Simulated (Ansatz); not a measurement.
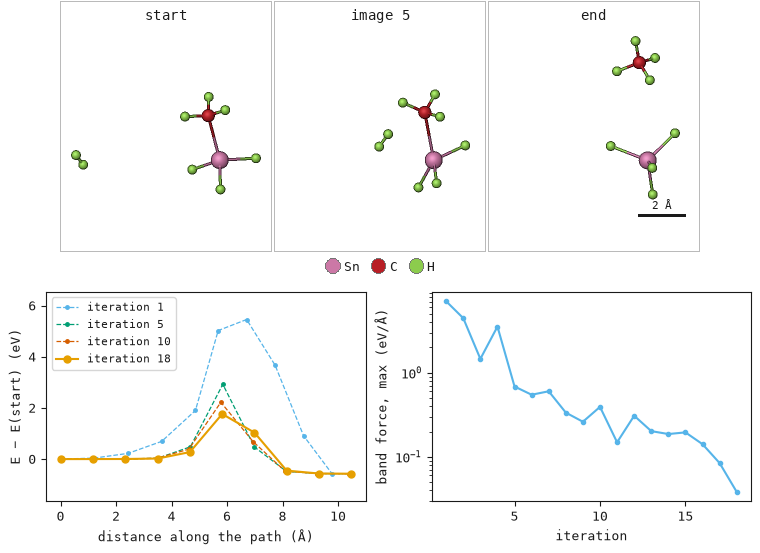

A nudged-elastic-band calculation for CH₈Sn, made up at the start of CH₆Sn and H2. Images are numbered from 0 (start) to 9 (end). The plot follows the band through its iterations. A ball-and-stick model, seen at a tilt.

All numbers below come from Ansatz 0.2.0, RKS B3LYP/def2-mTZVP. Settings: 8 movable images; no climbing image; force threshold 0.05 eV/Å; iteration limit 22; starting path through a guess of the saddle point.

Q: How did the profile develop, and is the result final?

A: The run is converged, with reservations. The band converged in 18 iterations. The largest component of the band force went from 7.1 to 0.038 eV/Å. No image climbed, so the highest image needn't lie on the saddle point, and the true maximum along this path can be higher. The first iteration put the highest image at 5.46 eV. The energy climbs by 1.76 eV to image 5 and then falls by 2.34 eV, so the end point sits at −0.57 eV.

Limits of the set-up: the start holds two separate molecules, 4.8 Å apart at their closest, whose relative position is a soft coordinate and is computed without a dispersion correction.

The run took 11 min on 1 thread of Intel(R) Xeon(R) Platinum 8259CL CPU @ 2.50GHz (Skylake/Cascade Lake), with other jobs on the host, peak memory 0.17 GiB.
